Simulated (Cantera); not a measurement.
Input: 1 mol c-C4F8, 4.9 mol H2, held at 0.0133 bar.

These are equilibrium values from Cantera (NASA tables, ideal gas, pure condensed phases), not measurements of a reactor. Candidate condensed phases: C, C6H6, C7H8, C8H18; 95 gas species. The feed counts by its element totals alone. Rates play no part.

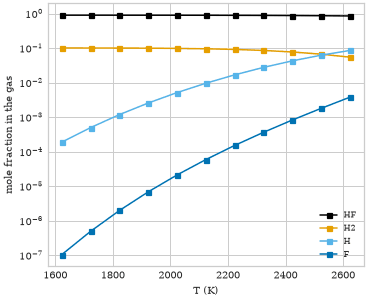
Fig. 1. Equilibrium gas composition (values under 1e-9 drawn at 1e-9)

From 1623 K to 2623 K the condensed part is C(graphite). The main C-bearing gas is C2H2 (acetylene) throughout.
